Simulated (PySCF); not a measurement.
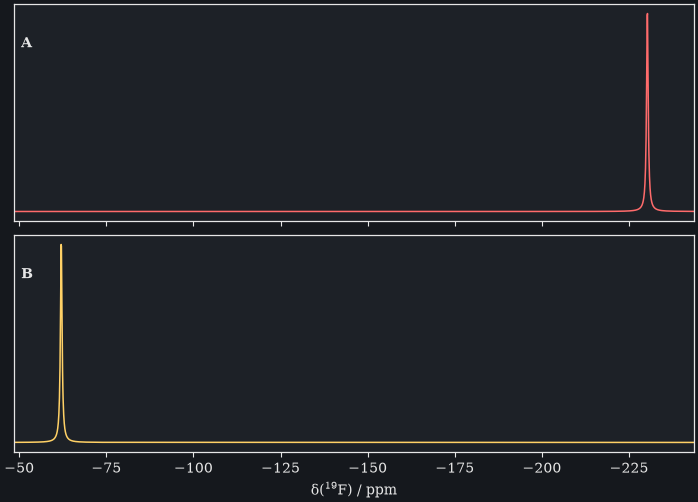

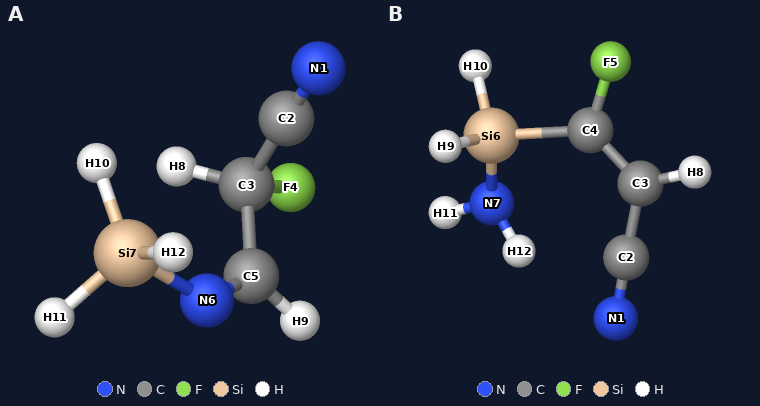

Related molecules: A is C₃H₅FN₂Si, SMILES N#C[C@@H](F)/C=N\[SiH3]; B is C₃H₅FN₂Si, SMILES N#C/C=C(/F)[SiH2]N. GIAO ¹⁹F shifts against CFCl₃ (¹⁹F: this reference is a hard case for the method, so all values can be off together by tens of ppm, and differences between signals are safer), PBE0/pcSseg-1, PySCF, at a GFN2-xTB geometry (no frequency check); fully decoupled, line heights follow the number of nuclei within a panel, widths are arbitrary (no quadrupolar broadening); values of one conformer, averaged over nuclei that symmetry, rotation about single bonds or inversion at nitrogen exchange, these motions taken as fast; other conformers aren't averaged in.

**How does the ¹⁹F shift respond?**

From A (−230.3 ppm) to B (−62.1 ppm) the nucleus is deshielded by 168.2 ppm.

Caveats, for all or some of the runs: the tight-binding geometry is rougher than a DFT one and adds to the error.
